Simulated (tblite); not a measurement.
## Geometry relaxation of C₂H₉Cl₂NSi₄ (part 1 of 4)

- system: C₂H₉Cl₂NSi₄
- method: GFN2-xTB geometry optimisation, gas phase (tblite 0.8.0)

It belongs to a series of runs on one base structure; here: H on Si replaced by N=CH2.

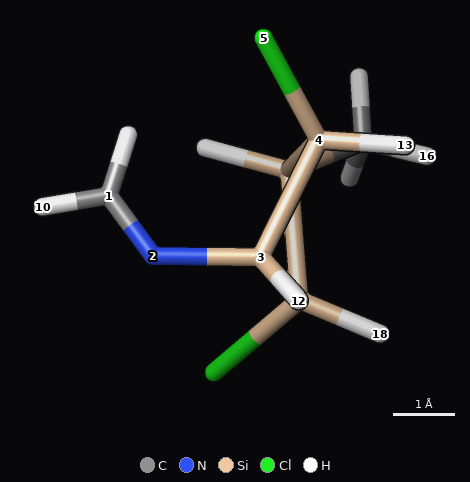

The input geometry (stick view, seen at a tilt; atoms are numbered from 1 in the order of the input). Bond lengths as drawn: Cl–Si 2.07 to 2.10 Å, C–H 1.07 to 1.12 Å, C–N 1.25 Å, C–Si 1.86 Å, H–Si 1.45 to 1.48 Å, N–Si 1.78 Å and Si–Si 2.20 to 2.24 Å.

### Results in brief

```csv
quantity,value
outcome,converged
total energy,−757.2193 eV
hardware,"1 CPU thread, shared host"
wall time,4.4 s
peak memory,0.18 GiB
```

### Input file
```
{"job": {"kind": "relax", "xc": "GFN2-xTB", "basis": "xTB"}, "charge": 0, "multiplicity": 1}
C     -2.946400    -0.169400    -0.809400
N     -2.579100    -0.890000     0.146200
Si    -1.286800    -0.517600     1.307900
Si    -0.144900     1.366400     0.896400
Cl    -1.291700     2.953100     0.211900
Si     0.949900     0.203400    -0.620900
C      2.754200     0.577100    -0.839300
Si     0.566400    -1.592600     0.656000
Cl     0.199500    -3.302000    -0.500100
H     -3.776900    -0.566800    -1.423900
H     -2.557600     0.792200    -1.072900
H     -1.639400    -0.737500     2.715300
H      0.600100     1.709700     2.133700
H      0.211100     0.150400    -1.894500
H      2.963600     1.461200    -1.463800
H      3.308500     0.654700     0.127900
H      3.202900    -0.288600    -1.364200
H      1.457800    -1.797400     1.782100
```

The first line tells a small driver script what to run in tblite; the rest is the geometry in Å.

Run as:
```bash
OMP_NUM_THREADS=1 python <driver script> task.json out
```

### What the program printed
```
step      E/eV     max force
  0    -755.93252    3.250
  1    -756.31828    1.222
  2    -756.41534    0.712
  3    -756.47181    0.696
  4    -756.56513    0.976
  5    -756.70131    1.063
  6    -756.77794    0.635
  7    -756.83257    0.539
  8    -756.88234    0.488
  9    -756.91290    0.549
 10    -756.94079    0.458
 11    -756.96044    0.329
 12    -756.96949    0.271
 13    -756.97720    0.240
 14    -756.98410    0.216
 15    -756.98891    0.161
 16    -756.99291    0.146
 17    -756.99658    0.194
 18    -757.00031    0.187
 19    -757.00393    0.154
 20    -757.00668    0.134
 21    -757.00864    0.122
 22    -757.01050    0.109
 23    -757.01270    0.160
 24    -757.01525    0.182
 25    -757.01772    0.146
 26    -757.01979    0.151
 27    -757.02171    0.138
 28    -757.02415    0.163
 29    -757.02734    0.191
 30    -757.03053    0.150
 31    -757.03304    0.133
 32    -757.03551    0.149
 33    -757.03902    0.254
 34    -757.04387    0.300
 35    -757.04879    0.229
 36    -757.05213    0.098
 37    -757.05392    0.091
 38    -757.05535    0.148
 39    -757.05769    0.195
 40    -757.06132    0.198
 41    -757.06544    0.166
 42    -757.06835    0.164
 43    -757.06963    0.140
 44    -757.07196    0.127
 45    -757.07434    0.119
 46    -757.07807    0.115
 47    -757.08128    0.138
 48    -757.08525    0.190
 49    -757.08850    0.188
 50    -757.09391    0.163
 51    -757.09802    0.137
 52    -757.10116    0.104
 53    -757.10395    0.122
 54    -757.10702    0.136
 55    -757.11010    0.193
 56    -757.11331    0.180
 57    -757.11709    0.159
 58    -757.12119    0.168
 59    -757.12411    0.149
 60    -757.12766    0.151
 61    -757.12989    0.144
 62    -757.13202    0.214
 63    -757.13420    0.125
 64    -757.13667    0.115
 65    -757.13929    0.098
 66    -757.14197    0.123
 67    -757.14404    0.109
 68    -757.14536    0.093
 69    -757.14653    0.068
 70    -757.14779    0.097
 71    -757.14948    0.119
 72    -757.15117    0.093
 73    -757.15295    0.110
 74    -757.15485    0.103
 75    -757.15661    0.119
 76    -757.15785    0.089
 77    -757.15937    0.096
 78    -757.16097    0.080
 79    -757.16318    0.098
 80    -757.16421    0.087
 81    -757.16729    0.140
 82    -757.17133    0.173
 83    -757.17587    0.194
 84    -757.17902    0.249
 85    -757.18331    0.168
 86    -757.18576    0.088
 87    -757.18756    0.103
 88    -757.18952    0.160
 89    -757.19167    0.172
 90    -757.19442    0.157
 91    -757.19700    0.104
 92    -757.19998    0.105
 93    -757.20169    0.110
 94    -757.20257    0.126
 95    -757.20387    0.078
 96    -757.20455    0.062
 97    -757.20522    0.054
 98    -757.20579    0.055
 99    -757.20620    0.043
100    -757.20655    0.041
101    -757.20699    0.043
102    -757.20757    0.054
103    -757.20824    0.065
104    -757.20892    0.069
105    -757.20955    0.076
106    -757.21013    0.053
107    -757.21072    0.051
108    -757.21129    0.051
109    -757.21173    0.048
110    -757.21202    0.034
111    -757.21225    0.039
112    -757.21254    0.041
113    -757.21299    0.052
114    -757.21353    0.049
115    -757.21410    0.051
116    -757.21470    0.047
117    -757.21535    0.053
118    -757.21599    0.054
119    -757.21642    0.043
120    -757.21664    0.040
121    -757.21680    0.041
122    -757.21703    0.045
123    -757.21738    0.042
124    -757.21773    0.045
125    -757.21801    0.034
126    -757.21817    0.025
127    -757.21829    0.023
128    -757.21838    0.020
129    -757.21845    0.017
130    -757.21851    0.020
131    -757.21860    0.025
132    -757.21873    0.031
133    -757.21885    0.024
134    -757.21891    0.012
135    -757.21894    0.011
136    -757.21896    0.012
137    -757.21900    0.014
138    -757.21907    0.018
139    -757.21917    0.018
140    -757.21924    0.013
141    -757.21928    0.010
142    -757.21929    0.006
```

### Trajectory as extended XYZ (Å, eV, eV/Å), 45 of the 143 frames kept, from step=0 to step=142
```
18
Properties=species:S:1:pos:R:3:forces:R:3 step=0 energy=-755.93252
C    -2.9464   -0.1694   -0.8094   -0.8990  -1.0180  -0.1480
N    -2.5791   -0.8900    0.1462    0.7010   0.3440   1.1570
Si   -1.2868   -0.5176    1.3079   -2.4790  -0.8260   0.6090
Si   -0.1449    1.3664    0.8964   -0.9900   2.8570   1.1920
Cl   -1.2917    2.9531    0.2119    0.3690  -0.1440   0.2860
Si    0.9499    0.2034   -0.6209    1.2090   0.1910  -2.1420
C     2.7542    0.5771   -0.8393    1.6690  -0.1350  -0.3500
Si    0.5664   -1.5926    0.6560    0.1540  -2.7160  -0.5620
Cl    0.1995   -3.3020   -0.5001    0.3260   0.4620   0.5720
H    -3.7769   -0.5668   -1.4239    0.4490   0.2970   0.1280
H    -2.5576    0.7922   -1.0729    0.2320   0.5320  -0.1710
H    -1.6394   -0.7375    2.7153   -0.4870  -0.1160  -0.1340
H     0.6001    1.7097    2.1337   -0.0780   0.2560  -0.2860
H     0.2111    0.1504   -1.8945    0.1550   0.0350  -0.1190
H     2.9636    1.4612   -1.4638   -0.0340  -0.3510   0.4670
H     3.3085    0.6547    0.1279   -0.5390   0.1330  -0.7990
H     3.2029   -0.2886   -1.3642   -0.0310   0.4950   0.1850
H     1.4578   -1.7974    1.7821    0.2720  -0.2970   0.1160
18
Properties=species:S:1:pos:R:3:forces:R:3 step=3 energy=-756.47181
C    -2.9604   -0.1892   -0.8035    0.1320  -0.2180   0.4520
N    -2.5764   -0.8739    0.1860   -0.6090   0.2790  -0.1900
Si   -1.3473   -0.5377    1.3307    0.4140   0.1070   0.2590
Si   -0.1862    1.4415    0.9286   -0.1020  -0.3920   0.0000
Cl   -1.2822    2.9672    0.2234   -0.1100   0.5540   0.0360
Si    0.9844    0.2160   -0.6663   -0.1030   0.0770   0.2910
C     2.8122    0.5723   -0.8603   -0.1530  -0.0820  -0.1830
Si    0.5571   -1.6776    0.6278   -0.1240   0.3840   0.0850
Cl    0.2164   -3.2998   -0.4783    0.1080  -0.6140  -0.0920
H    -3.7659   -0.5630   -1.4255    0.0420  -0.0930  -0.0450
H    -2.5574    0.7917   -1.0761   -0.0140  -0.1310  -0.0010
H    -1.6788   -0.7502    2.7224   -0.6040  -0.2260   0.2030
H     0.6009    1.7338    2.1274    0.0230   0.4080  -0.0090
H     0.2175    0.1530   -1.9160    0.1800   0.0620  -0.2480
H     2.9727    1.4569   -1.4490    0.3110   0.2620  -0.1190
H     3.2921    0.6641    0.1020    0.1160   0.1110   0.0810
H     3.2222   -0.2798   -1.3682    0.5510  -0.1710  -0.2720
H     1.4701   -1.8190    1.7834   -0.0590  -0.3160  -0.2490
18
Properties=species:S:1:pos:R:3:forces:R:3 step=6 energy=-756.77794
C    -2.9734   -0.2069   -0.7632   -0.0690  -0.0430   0.1790
N    -2.6578   -0.8333    0.2789    0.0430   0.0520   0.0620
Si   -1.3677   -0.5504    1.4061   -0.2170  -0.0360   0.0900
Si   -0.2637    1.4731    0.9677    0.4080  -0.2370  -0.2280
Cl   -1.2854    3.0949    0.2530    0.0910   0.0000   0.1880
Si    1.0068    0.2470   -0.6736   -0.2850  -0.1900  -0.1130
C     2.8730    0.5557   -0.9254   -0.3140   0.1350   0.1660
Si    0.5149   -1.7215    0.5969    0.1220   0.6150   0.1000
Cl    0.2654   -3.4176   -0.4597    0.0490  -0.2170   0.0540
H    -3.7426   -0.5804   -1.4346   -0.0310  -0.2030   0.1730
H    -2.5612    0.7538   -1.0773    0.2060   0.0370   0.0630
H    -1.8631   -0.8147    2.7695   -0.2380  -0.0510  -0.2610
H     0.6033    1.8546    2.1134   -0.2250   0.2190  -0.2270
H     0.2689    0.1712   -1.9935    0.4240   0.1150   0.3470
H     3.0493    1.4922   -1.4500    0.1340  -0.2320  -0.2180
H     3.2906    0.6957    0.0707    0.2030  -0.2110  -0.1130
H     3.3586   -0.2891   -1.4238   -0.0100   0.4470   0.1270
H     1.4753   -1.9179    1.7333   -0.2900  -0.1990  -0.3890
18
Properties=species:S:1:pos:R:3:forces:R:3 step=10 energy=-756.94079
C    -2.9869   -0.2122   -0.7273    0.0500  -0.0120  -0.0140
N    -2.6929   -0.8123    0.3333   -0.0320  -0.0680  -0.0340
Si   -1.4047   -0.5521    1.4509    0.1270   0.1530  -0.0870
Si   -0.2449    1.4638    0.9431   -0.0360   0.0950  -0.0890
Cl   -1.2639    3.1406    0.3039    0.1100  -0.1930   0.1020
Si    1.0007    0.2413   -0.6830    0.3030   0.0660   0.1300
C     2.8653    0.5703   -0.9324    0.1610   0.0830   0.0640
Si    0.4959   -1.6855    0.5739   -0.2250  -0.3570  -0.1770
Cl    0.2991   -3.4769   -0.4245    0.0080   0.2990   0.1790
H    -3.7364   -0.6208   -1.4009   -0.0640  -0.0210   0.1510
H    -2.5331    0.7294   -1.0622    0.0300  -0.0890   0.0550
H    -1.9956   -0.8556    2.7537   -0.1420  -0.0300  -0.0350
H     0.5692    1.9502    2.0693   -0.0120   0.0920  -0.0530
H     0.3542    0.1993   -1.9951    0.0030   0.0600  -0.2530
H     3.0958    1.4756   -1.4850   -0.1730   0.1090  -0.0270
H     3.3222    0.6790    0.0455    0.0620   0.0380   0.1270
H     3.4079   -0.2279   -1.4301   -0.1900  -0.1630  -0.0530
H     1.4392   -1.9995    1.6552    0.0210  -0.0610   0.0120
18
Properties=species:S:1:pos:R:3:forces:R:3 step=13 energy=-756.97720
C    -2.9862   -0.2175   -0.7195    0.0030  -0.0880   0.0420
N    -2.6987   -0.8154    0.3432    0.0630  -0.0340   0.0300
Si   -1.4045   -0.5383    1.4525    0.0420   0.0220   0.0080
Si   -0.2363    1.4671    0.9280    0.0750  -0.0890   0.0430
Cl   -1.2492    3.1306    0.3254   -0.0730   0.0470  -0.0480
Si    1.0230    0.2422   -0.6785   -0.0460  -0.0420  -0.0540
C     2.8792    0.5818   -0.9255    0.0640  -0.0240   0.0110
Si    0.4726   -1.7011    0.5578   -0.0170   0.1660   0.1580
Cl    0.3048   -3.4659   -0.4026   -0.0880  -0.1790  -0.1330
H    -3.7438   -0.6325   -1.3760   -0.0900   0.0360   0.0290
H    -2.5211    0.7162   -1.0533    0.0100  -0.0460  -0.0200
H    -2.0373   -0.8658    2.7394   -0.0180   0.0290  -0.1170
H     0.5589    1.9807    2.0522    0.0440   0.0390   0.0070
H     0.3803    0.2136   -2.0125    0.1160   0.0640  -0.0030
H     3.0871    1.4817   -1.4958   -0.0690   0.0970   0.0750
H     3.3395    0.6787    0.0525    0.1040   0.1050   0.0240
H     3.3943   -0.2271   -1.4341   -0.0790  -0.1200  -0.0320
H     1.4289   -2.0229    1.6353   -0.0410   0.0160  -0.0210
18
Properties=species:S:1:pos:R:3:forces:R:3 step=16 energy=-756.99291
C    -2.9854   -0.2294   -0.7127   -0.0350  -0.0080  -0.0070
N    -2.6922   -0.8232    0.3496    0.0370  -0.0150  -0.0020
Si   -1.3977   -0.5276    1.4528   -0.0430  -0.0340   0.0240
Si   -0.2227    1.4615    0.9249    0.0170   0.1120   0.0310
Cl   -1.2507    3.1266    0.3293   -0.0470  -0.0160  -0.0460
Si    1.0320    0.2380   -0.6809   -0.0050  -0.0190  -0.0150
C     2.8918    0.5853   -0.9187   -0.0930  -0.0210   0.0190
Si    0.4580   -1.6964    0.5650    0.0470  -0.0990  -0.0670
Cl    0.2944   -3.4746   -0.4063   -0.0830   0.0170  -0.0310
H    -3.7601   -0.6327   -1.3580   -0.0420   0.0240   0.0410
H    -2.5148    0.7014   -1.0514   -0.0150  -0.0780  -0.0310
H    -2.0578   -0.8658    2.7174   -0.0110   0.0270  -0.0030
H     0.5607    1.9990    2.0455    0.0600   0.0090   0.0230
H     0.4074    0.2294   -2.0234    0.1010   0.0490   0.0070
H     3.0718    1.4952   -1.4896    0.0250  -0.0870   0.0850
H     3.3622    0.6919    0.0576    0.0570   0.0160  -0.1330
H     3.3743   -0.2414   -1.4388    0.0150   0.1140   0.0520
H     1.4199   -2.0306    1.6261    0.0130   0.0080   0.0510
18
Properties=species:S:1:pos:R:3:forces:R:3 step=19 energy=-757.00393
C    -2.9902   -0.2418   -0.7054   -0.0140   0.0110  -0.0090
N    -2.6853   -0.8306    0.3557   -0.0560  -0.0180  -0.0320
Si   -1.3961   -0.5243    1.4577    0.0960   0.0040  -0.0470
Si   -0.2107    1.4720    0.9280   -0.0390   0.0050  -0.0020
Cl   -1.2604    3.1253    0.3253   -0.0180  -0.0450  -0.0330
Si    1.0353    0.2320   -0.6817   -0.0390   0.0210   0.1470
C     2.8891    0.5850   -0.9116    0.0110   0.0290   0.0210
Si    0.4533   -1.7054    0.5610    0.0150  -0.0810  -0.0670
Cl    0.2730   -3.4846   -0.4152   -0.0670   0.0780   0.0070
H    -3.7810   -0.6310   -1.3374   -0.0600  -0.0370   0.0300
H    -2.5113    0.6773   -1.0560    0.0090   0.0020  -0.0560
H    -2.0822   -0.8634    2.7025   -0.0180   0.0120   0.1040
H     0.5724    2.0195    2.0435    0.0520   0.0140   0.0190
H     0.4478    0.2511   -2.0338    0.0260   0.0260  -0.0660
H     3.0661    1.4952   -1.4742    0.0010   0.0300  -0.0900
H     3.3903    0.7048    0.0428    0.0060  -0.0610   0.0780
H     3.3669   -0.2358   -1.4372    0.0820   0.0180  -0.0290
H     1.4141   -2.0388    1.6244    0.0130  -0.0070   0.0260
18
Properties=species:S:1:pos:R:3:forces:R:3 step=23 energy=-757.01270
C    -2.9974   -0.2491   -0.7051   -0.0140  -0.0120  -0.0060
N    -2.6828   -0.8371    0.3538    0.0160   0.0590   0.0310
Si   -1.3857   -0.5280    1.4534   -0.0880  -0.0530   0.0410
Si   -0.2077    1.4784    0.9354   -0.0100  -0.0420   0.0540
Cl   -1.2735    3.1114    0.3112   -0.0040  -0.0340  -0.0120
Si    1.0334    0.2334   -0.6652    0.1100   0.0480  -0.1060
C     2.8913    0.5891   -0.9030    0.0530  -0.0020  -0.0190
Si    0.4574   -1.7182    0.5543   -0.0080   0.0840   0.0460
Cl    0.2391   -3.4783   -0.4272   -0.0470  -0.0170  -0.0280
H    -3.8079   -0.6340   -1.3175   -0.0050  -0.0050   0.0340
H    -2.5099    0.6608   -1.0728   -0.0290  -0.0430  -0.0340
H    -2.0867   -0.8527    2.7057    0.0650   0.0390  -0.0390
H     0.5910    2.0288    2.0452   -0.0230   0.0050  -0.0500
H     0.4802    0.2699   -2.0423    0.0330   0.0040   0.0900
H     3.0585    1.4977   -1.4766   -0.0010  -0.0140   0.0300
H     3.4071    0.7013    0.0471   -0.0510  -0.0070  -0.0030
H     3.3725   -0.2263   -1.4383    0.0130   0.0290   0.0050
H     1.4125   -2.0408    1.6302   -0.0100  -0.0370  -0.0350
18
Properties=species:S:1:pos:R:3:forces:R:3 step=26 energy=-757.01979
C    -3.0071   -0.2582   -0.7029   -0.0120  -0.0080   0.0030
N    -2.6857   -0.8316    0.3617   -0.0420   0.0280   0.0180
Si   -1.3870   -0.5382    1.4573    0.0150   0.0490  -0.0150
Si   -0.2090    1.4734    0.9489    0.0050  -0.0180  -0.0280
Cl   -1.2844    3.0952    0.2997    0.0130  -0.0630   0.0110
Si    1.0491    0.2444   -0.6603    0.0410  -0.0140   0.0060
C     2.9066    0.5950   -0.8996   -0.0200  -0.0290  -0.0140
Si    0.4562   -1.7159    0.5517   -0.0130  -0.0110  -0.0560
Cl    0.2011   -3.4769   -0.4389   -0.0180   0.0840   0.0270
H    -3.8355   -0.6430   -1.2905    0.0010   0.0030   0.0060
H    -2.5114    0.6368   -1.0954   -0.0350  -0.0480  -0.0290
H    -2.0925   -0.8401    2.7069    0.0330   0.0070   0.0350
H     0.6029    2.0479    2.0352   -0.0330   0.0060  -0.0220
H     0.5208    0.2905   -2.0405   -0.0370  -0.0060   0.0120
H     3.0555    1.5025   -1.4803    0.0790   0.0140   0.1280
H     3.4157    0.6949    0.0555    0.0010   0.0750  -0.0730
H     3.3888   -0.2130   -1.4431    0.0180  -0.0190   0.0100
H     1.4074   -2.0574    1.6230    0.0040  -0.0490  -0.0200
```
